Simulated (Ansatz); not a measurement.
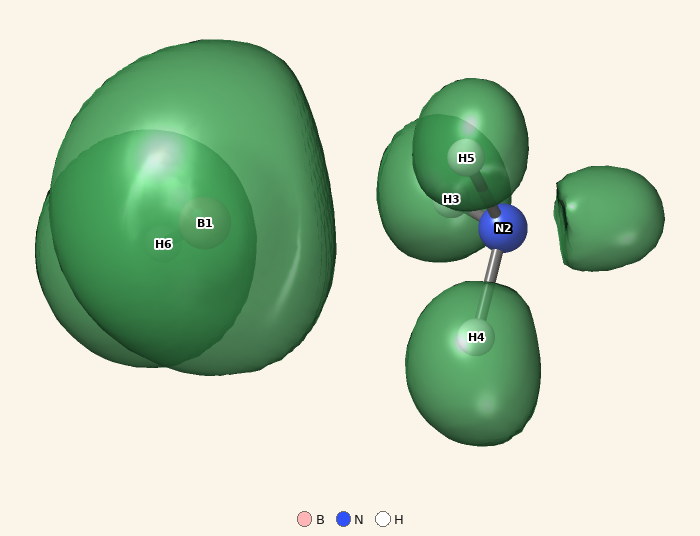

*BH···NH3. Isosurface of the electron localisation function at 0.9 (green), seen from one side. Core shells and regions of very low density are left out.*

Not at a stationary point (largest force 0.6 eV/Å).

The calculation used RKS revPBE/def2-SVP in Ansatz.

Input file:

```
crystal:
  periodic: [false, false, false]
  atoms:
    - { symbol: B, position_ang: [0.0, 0.0, 0.0] }
    - { symbol: "N", position_ang: [1.0346, 0.0, 1.4114] }
    - { symbol: H, position_ang: [0.1576, -0.2713, 1.9414] }
    - { symbol: H, position_ang: [1.9116, 0.2713, 1.9414] }
    - { symbol: H, position_ang: [1.3899, 0.0, -0.0116] }
    - { symbol: H, position_ang: [-1.0305, 0.0, -0.595] }
basis:
  gaussian: { orbitals: def2-SVP }
hamiltonian:
  xc: revpbe
relax:
  f_tol: 0.15
  max_steps: 25
  restrain:
    - { distance: [1, 4], at: 1.06, k: 30.0 }
    - { distance: [0, 1], at: 2.75, k: 30.0 }
    - { distance: [0, 4], at: 2.39, k: 30.0 }
output:
  orbitals: {}
```

Launched as:

```sh
ansatz run input.yaml --threads 1 --pin off --max-ram 2048MiB --backend cpu --events-out ev --progress --plain --runs-dir out
```

The fields are those of the run's last geometry, not of the input's.

What do the ELF domains correspond to?

Answer. The ELF exceeds this value in four regions around hydrogen nuclei, one lobe on B, pointing away from the bonds (lone pairs) and one lobe on N, pointing away from the bonds (lone pairs). Along the contacts the grid gives the following. B1···H5 (2.39 Å): the ELF dips to about 0.15 between them. N–H (1.03 Å): the ELF climbs to about 1 towards the hydrogen, as it does in any bond to H; an ordinary covalent bond to hydrogen.
